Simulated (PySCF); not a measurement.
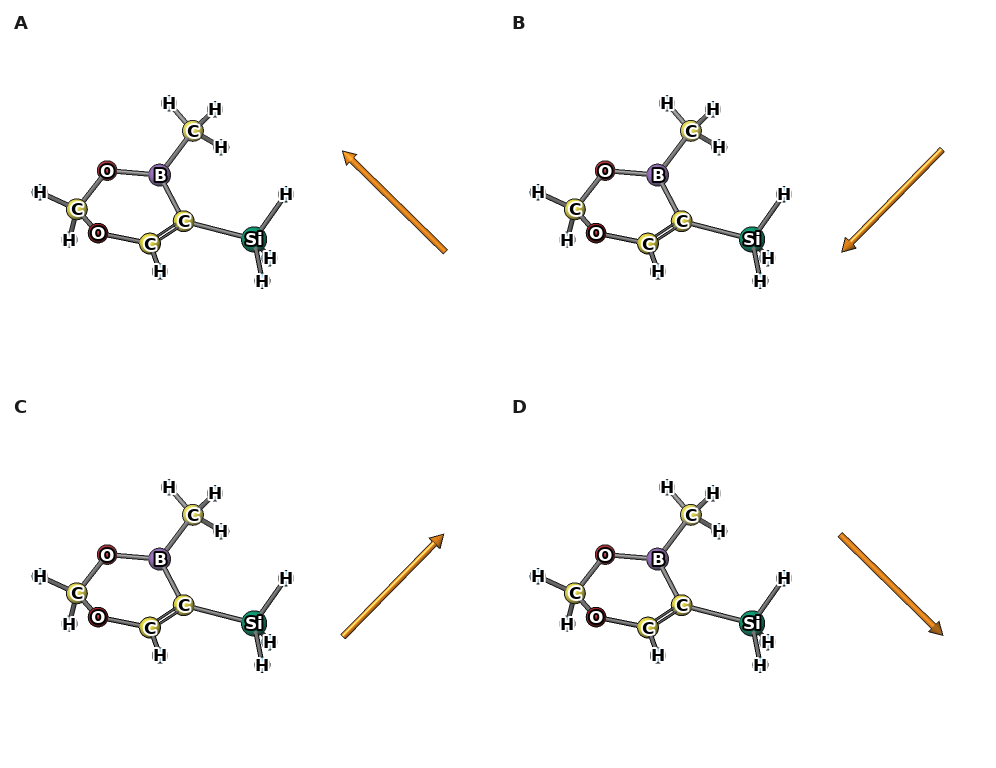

The same molecule four times, each with an arrow. The geometry was computed by an optimisation with GFN2-xTB. No frequency run is at hand to confirm it as a minimum. Properties computed with PBE0/pcSseg-1, gas phase (PySCF 2.14.0).

> Which arrow points along the dipole moment, from the negative to the positive end?

B. The dipole moment is 1.05 D.

The geometry is semi-empirical. Around B, Si such bond lengths and angles can be off by a tenth of an ångström or more and by several degrees, and values that hang on the shape move with them.
